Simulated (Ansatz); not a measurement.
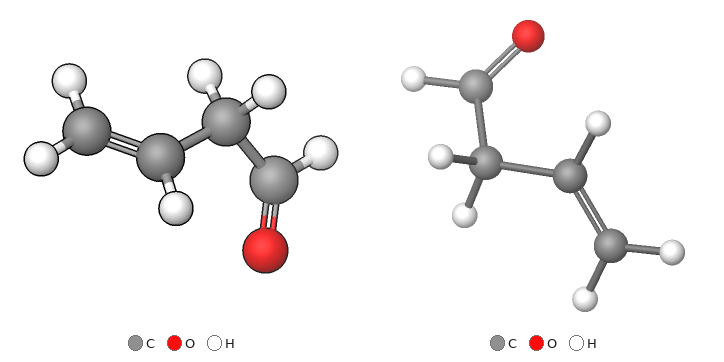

Two views of one molecule.

The geometry was computed by an optimisation with PBE0-D4/def2-TZVP.

Count the atoms of each element.

C₄H₆O, 11 atoms: 4 carbon, 6 hydrogen and 1 oxygen.

How many bonds of each kind are drawn?

6 C–H, 3 C–C, 1 C–O.

More results for the same structure follow; atom numbers are the same in all pictures, views and colours differ.

Shape

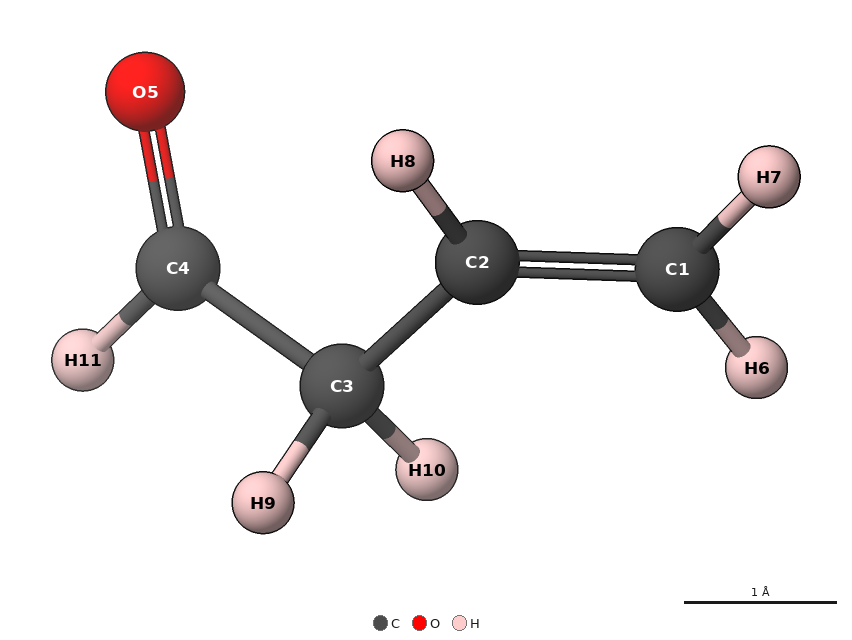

The atoms are numbered.

Which atoms are bonded, and how long are the bonds?

```
  bond  length (Å)   order
 C1–C2       1.324  double
 C1–H6       1.086  single
 C1–H7       1.083  single
 C2–C3       1.489  single
 C2–H8       1.086  single
 C3–C4       1.504  single
 C3–H9       1.101  single
C3–H10       1.096  single
 C4–O5       1.199  double
C4–H11       1.112  single
```

Dipole moment

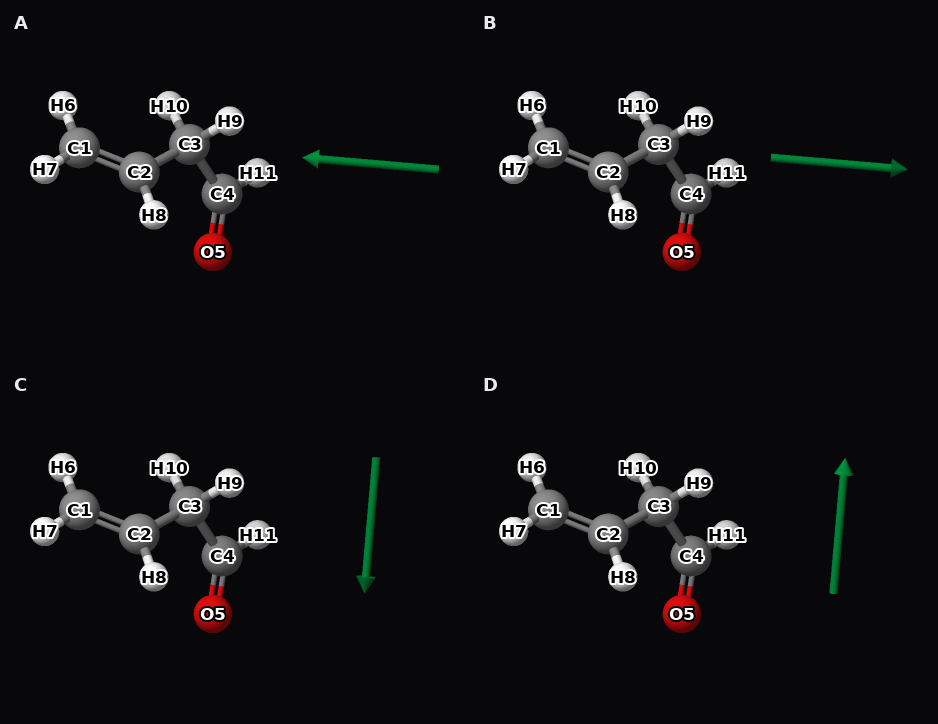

The same molecule four times, each with an arrow. Level of theory: RKS PBE-D4/def2-TZVPP (Ansatz 0.2.0).

Which arrow points along the dipole moment, from the negative to the positive end?

D. The dipole moment is 2.50 D; it points from the side of O5 to the side of H6, H9, H10 (the outermost atoms at the two ends).

Vibrations

Harmonic vibrations computed with RKS PBE0-D4/def2-TZVP (Ansatz 0.2.0) at a stationary point of the same level.

List the wavenumbers.

27 modes: 75, 155, 220, 399, 559, 710, 763, 874, 960, 980, 1019, 1043, 1159, 1240, 1314, 1338, 1409, 1421, 1462, 1733, 1844, 2893, 3005, 3068, 3150, 3180, 3241 cm⁻¹.

Charges

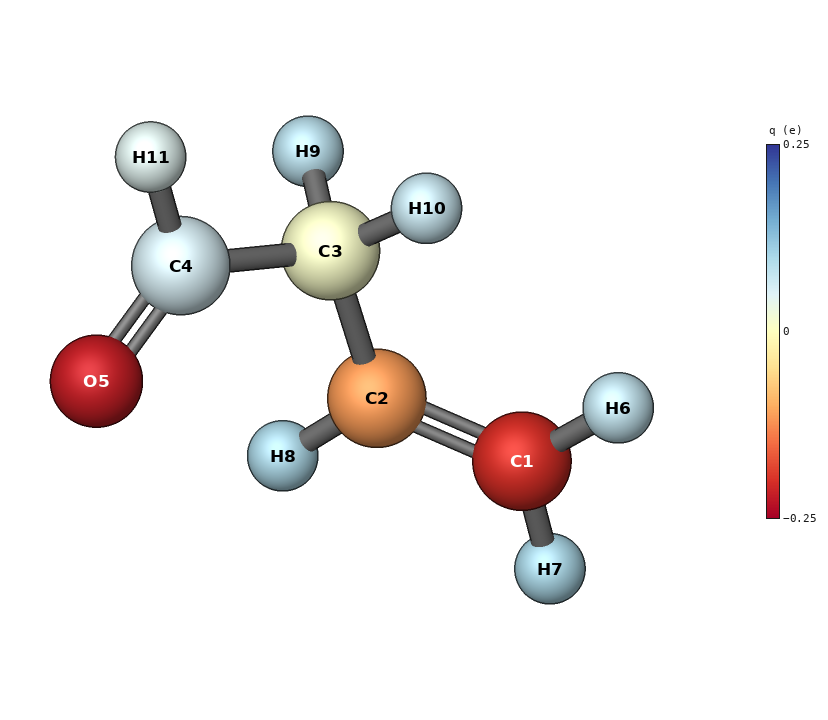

Atoms are coloured by their Mulliken charges. Method: RKS PBE-D4/def2-TZVPP (Ansatz 0.2.0).

Which atom carries the highest charge (most positive or least negative)?

H7 (0.10 e).

And the lowest?

O5 (−0.22 e).

List the Mulliken charges.

```csv
atom,value (e)
C1,−0.20
C2,−0.11
C3,0.01
C4,0.06
O5,−0.22
H6,0.08
H7,0.10
H8,0.09
H9,0.08
H10,0.07
H11,0.04
```

Mulliken values depend strongly on the basis set and can even reverse the polarity of a bond.
